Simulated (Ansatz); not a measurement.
## Frequency calculation, with input and output: AlHCl$_{2}$

AlHCl$_{2}$, computed with RKS PBE0-D4/def2-TZVP (Ansatz 0.2.0).

The geometry comes from this level: PBE0-D4/def2-TZVP. Figures and captions count atoms from 1; the log counts them from 0 in places.

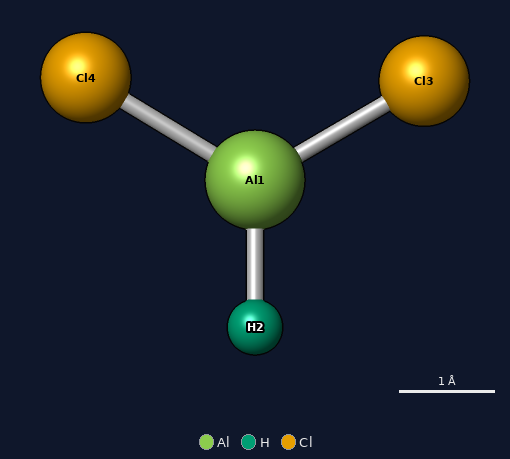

Figure 1. The structure as given in the input (ball-and-stick view, seen on its broad side; atoms are numbered from 1 in the order of the input). Sticks mark near contacts. Bond lengths as drawn: Al–Cl 2.08 Å and Al–H 1.56 Å.

The input:
```yaml
crystal:
  periodic: [false, false, false]
  atoms:
    - {symbol: Al, position_ang: [-0.791183, -0.219594, -0.824197]}
    - {symbol: H, position_ang: [0.281571, 0.915381, -0.760110]}
    - {symbol: Cl, position_ang: [-0.354396, -2.054887, -1.705427]}
    - {symbol: Cl, position_ang: [-2.695368, 0.063181, -0.030617]}
basis:
  gaussian: {orbitals: def2-TZVP}
hamiltonian: {xc: pbe0, dispersion: d4}
phonons: {temperatures: {t_min: 298.15, t_max: 900, t_step: 200}}
```

Run on 4 threads of Arm Neoverse V1, 23 GiB of memory available, shared host.

Launch command:
```bash
ansatz run in.yaml --threads 4 --pin off --events-out ev --progress --plain --max-ram 9574MiB
```

Log:
```
Functional definition: PBE0
  name "PBE0"
  cite "Adamo & Barone, J. Chem. Phys. 110, 6158 (1999) doi:10.1063/1.478522"
  cite "Perdew, Burke & Ernzerhof, Phys. Rev. Lett. 77, 3865 (1996) doi:10.1103/PhysRevLett.77.3865"
  parent pbe
  parameter a = 0.25
  parameter kappa = 0.804
  parameter beta = 0.06672455060314922
  exchange = (1 - a)*pbe_x(kappa = kappa, mu = beta*pi^2/3) + a*exact_x
  correlation = pbe_c(beta = beta)
859 factors; their error is unknown
mean field evaluation 1: about -31650.9565 eV, gradient 1.8e1 eV
mean field evaluation 2: about -31651.1497 eV, gradient 1.7e1 eV
mean field evaluation 4: about -31651.7186 eV, gradient 7.6e-1 eV
mean field evaluation 8: about -31651.8088 eV, gradient 1.0e-2 eV
mean field -31651.80877740 eV, -1163.1825182028 hartree, gradient 2.4e-5 eV, S^2 0.000000; 0 other end points of the search recorded, 0 dependent functions left out
the calculation of the forces begins
reference -31651.80880544 eV, -1163.1825192334 hartree; 24, 24 occupied and 93, 93 virtual orbitals, 859 factors
these checks for a lower state are left out or cut short: stability, starts, cluster_reference, orbital_swaps, neighbouring_geometries, increment
859 factors; their error is unknown
mean field evaluation 16: about -31651.8087 eV, gradient 1.1e-1 eV
mean field -31651.80869290 eV, -1163.1825150974 hartree, gradient 5.4e-7 eV, S^2 0.000000; 0 other end points of the search recorded, 0 dependent functions left out
the calculation of the forces begins
reference -31651.80872094 eV, -1163.1825161281 hartree; 24, 24 occupied and 93, 93 virtual orbitals, 859 factors
these checks for a lower state are left out or cut short: stability, starts, cluster_reference, orbital_swaps, neighbouring_geometries, increment
859 factors; their error is unknown
mean field -31651.80870664 eV, -1163.1825156026 hartree, gradient 8.0e-7 eV, S^2 0.000000; 0 other end points of the search recorded, 0 dependent functions left out
the calculation of the forces begins
reference -31651.80873468 eV, -1163.1825166331 hartree; 24, 24 occupied and 93, 93 virtual orbitals, 859 factors
these checks for a lower state are left out or cut short: stability, starts, cluster_reference, orbital_swaps, neighbouring_geometries, increment
859 factors; their error is unknown
mean field evaluation 32: about -31651.8087 eV, gradient 5.4e-5 eV
mean field -31651.80873257 eV, -1163.1825165555 hartree, gradient 3.0e-6 eV, S^2 0.000000; 0 other end points of the search recorded, 0 dependent functions left out
the calculation of the forces begins
reference -31651.80876062 eV, -1163.1825175861 hartree; 24, 24 occupied and 93, 93 virtual orbitals, 859 factors
these checks for a lower state are left out or cut short: stability, starts, cluster_reference, orbital_swaps, neighbouring_geometries, increment
859 factors; their error is unknown
mean field -31651.80873296 eV, -1163.1825165698 hartree, gradient 9.7e-7 eV, S^2 0.000000; 0 other end points of the search recorded, 0 dependent functions left out
the calculation of the forces begins
reference -31651.80876101 eV, -1163.1825176004 hartree; 24, 24 occupied and 93, 93 virtual orbitals, 859 factors
these checks for a lower state are left out or cut short: stability, starts, cluster_reference, orbital_swaps, neighbouring_geometries, increment
859 factors; their error is unknown
mean field -31651.80875118 eV, -1163.1825172394 hartree, gradient 1.9e-6 eV, S^2 0.000000; 0 other end points of the search recorded, 0 dependent functions left out
the calculation of the forces begins
reference -31651.80877923 eV, -1163.1825182701 hartree; 24, 24 occupied and 93, 93 virtual orbitals, 859 factors
these checks for a lower state are left out or cut short: stability, starts, cluster_reference, orbital_swaps, neighbouring_geometries, increment
859 factors; their error is unknown
mean field -31651.80871296 eV, -1163.1825158347 hartree, gradient 9.7e-7 eV, S^2 0.000000; 0 other end points of the search recorded, 0 dependent functions left out
the calculation of the forces begins
reference -31651.80874100 eV, -1163.1825168651 hartree; 24, 24 occupied and 93, 93 virtual orbitals, 859 factors
these checks for a lower state are left out or cut short: stability, starts, cluster_reference, orbital_swaps, neighbouring_geometries, increment
859 factors; their error is unknown
mean field -31651.80877474 eV, -1163.1825181052 hartree, gradient 1.5e-6 eV, S^2 0.000000; 0 other end points of the search recorded, 0 dependent functions left out
the calculation of the forces begins
reference -31651.80880279 eV, -1163.1825191358 hartree; 24, 24 occupied and 93, 93 virtual orbitals, 859 factors
these checks for a lower state are left out or cut short: stability, starts, cluster_reference, orbital_swaps, neighbouring_geometries, increment
859 factors; their error is unknown
mean field evaluation 64: about -31651.8088 eV, gradient 4.2e-5 eV
mean field -31651.80877352 eV, -1163.1825180604 hartree, gradient 1.6e-6 eV, S^2 0.000000; 0 other end points of the search recorded, 0 dependent functions left out
the calculation of the forces begins
reference -31651.80880157 eV, -1163.1825190910 hartree; 24, 24 occupied and 93, 93 virtual orbitals, 859 factors
these checks for a lower state are left out or cut short: stability, starts, cluster_reference, orbital_swaps, neighbouring_geometries, increment
859 factors; their error is unknown
mean field -31651.80878729 eV, -1163.1825185665 hartree, gradient 1.3e-6 eV, S^2 0.000000; 0 other end points of the search recorded, 0 dependent functions left out
the calculation of the forces begins
reference -31651.80881533 eV, -1163.1825195970 hartree; 24, 24 occupied and 93, 93 virtual orbitals, 859 factors
these checks for a lower state are left out or cut short: stability, starts, cluster_reference, orbital_swaps, neighbouring_geometries, increment
859 factors; their error is unknown
mean field -31651.80875720 eV, -1163.1825174604 hartree, gradient 1.4e-6 eV, S^2 0.000000; 0 other end points of the search recorded, 0 dependent functions left out
the calculation of the forces begins
reference -31651.80878524 eV, -1163.1825184910 hartree; 24, 24 occupied and 93, 93 virtual orbitals, 859 factors
these checks for a lower state are left out or cut short: stability, starts, cluster_reference, orbital_swaps, neighbouring_geometries, increment
859 factors; their error is unknown
mean field -31651.80871347 eV, -1163.1825158537 hartree, gradient 1.9e-6 eV, S^2 0.000000; 0 other end points of the search recorded, 0 dependent functions left out
the calculation of the forces begins
reference -31651.80874151 eV, -1163.1825168841 hartree; 24, 24 occupied and 93, 93 virtual orbitals, 859 factors
these checks for a lower state are left out or cut short: stability, starts, cluster_reference, orbital_swaps, neighbouring_geometries, increment
859 factors; their error is unknown
mean field -31651.80875747 eV, -1163.1825174705 hartree, gradient 1.9e-6 eV, S^2 0.000000; 0 other end points of the search recorded, 0 dependent functions left out
the calculation of the forces begins
reference -31651.80878552 eV, -1163.1825185012 hartree; 24, 24 occupied and 93, 93 virtual orbitals, 859 factors
these checks for a lower state are left out or cut short: stability, starts, cluster_reference, orbital_swaps, neighbouring_geometries, increment
859 factors; their error is unknown
mean field evaluation 96: about -31651.8088 eV, gradient 1.6e-6 eV
mean field -31651.80875288 eV, -1163.1825173017 hartree, gradient 1.6e-6 eV, S^2 0.000000; 0 other end points of the search recorded, 0 dependent functions left out
the calculation of the forces begins
reference -31651.80878092 eV, -1163.1825183322 hartree; 24, 24 occupied and 93, 93 virtual orbitals, 859 factors
these checks for a lower state are left out or cut short: stability, starts, cluster_reference, orbital_swaps, neighbouring_geometries, increment
859 factors; their error is unknown
mean field -31651.80878096 eV, -1163.1825183336 hartree, gradient 1.5e-6 eV, S^2 0.000000; 0 other end points of the search recorded, 0 dependent functions left out
the calculation of the forces begins
reference -31651.80880900 eV, -1163.1825193642 hartree; 24, 24 occupied and 93, 93 virtual orbitals, 859 factors
Total energy: -31651.88570872 eV, -1163.1853453769 hartree
Atom 0 at    -0.791183    -0.219594    -0.824197 Å, force    -0.002886    -0.003065    -0.000159 eV/Å
Atom 1 at     0.281571     0.915381    -0.760110 Å, force     0.003226     0.003417     0.000187 eV/Å
Atom 2 at    -0.354396    -2.054887    -1.705427 Å, force    -0.000750     0.000349     0.000401 eV/Å
Atom 3 at    -2.695368     0.063181    -0.030617 Å, force     0.000411    -0.000702    -0.000430 eV/Å
Dipole moment:     0.145569     0.154015     0.008692 e Å
Vibrations: 159.80 450.20 482.17 584.63 657.98 2015.61 cm⁻¹, zero-point energy 0.269691 eV
```

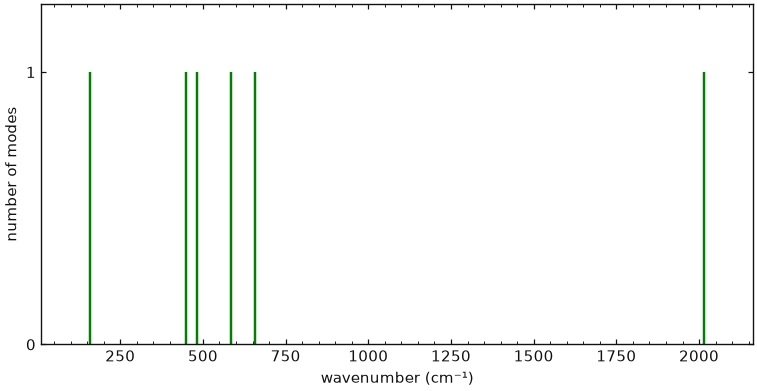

Figure 2. Harmonic vibrational wavenumbers from the force constants; neighbouring modes closer than 8 cm⁻¹ are counted in one stick. 6 modes from 160 to 2016 cm⁻¹, none imaginary.

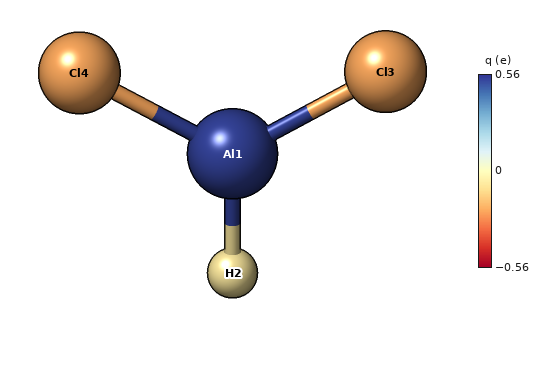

Figure 3. Mulliken charges, as the colour of each atom (ball-and-stick view, seen at a tilt; atoms are numbered from 1 in the order of the input). By element: Al +0.53, H −0.07 and Cl −0.23 e.

Summary:

```tsv
quantity	value
outcome	converged
total energy	−31651.8857 eV
mean-field energy	−31651.8088 eV
dispersion energy	−0.0769 eV
largest force (length of the vector)	0.005 eV/Å
dipole moment	1.02 D
wall time	10 s (CPU time 35 s)
peak memory	0.48 GiB
```
